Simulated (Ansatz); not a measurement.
```xyz
7

B     0.0485   -0.6621    0.2478
Cl    1.8282   -0.6481   -0.1750
F    -0.7492   -1.2833   -0.6471
F    -0.2237   -0.8692    1.5391
H     0.4153    1.4763   -0.1472
O    -0.3979    0.9727   -0.0029
H    -0.9212    1.0136   -0.8146
```

The reactant side of a reaction path; geometry: PBE0-D4/def2-TZVP.

Method: RKS PBE0-D4/def2-TZVPP in Ansatz.

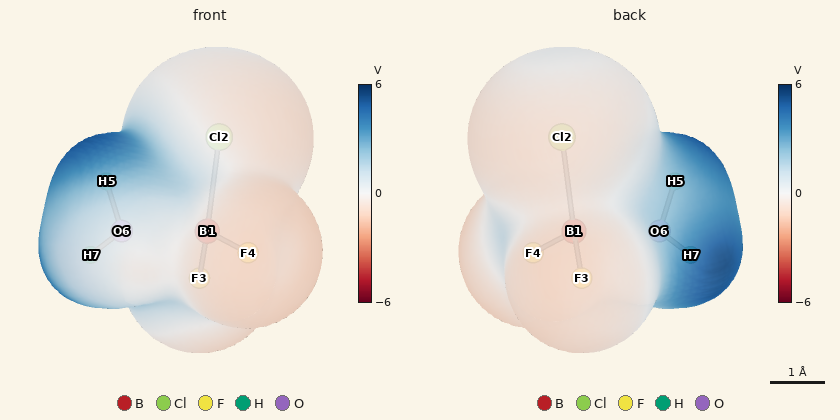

BClF$_{2}$···H$_{2}$O. The molecular electrostatic potential painted on the density surface at 0.004 e/bohr³, seen from the front and from behind; the colour scale runs from red (negative) to blue (positive).

> Describe the electrostatic potential map.

The most negative region (about −1.2 V) lies over F4, the most positive (about +5.2 V) over H7. Cl2 shows a σ-hole: about +0.2 V at the tip opposite its bond, against about −0.4 V on its flanks.
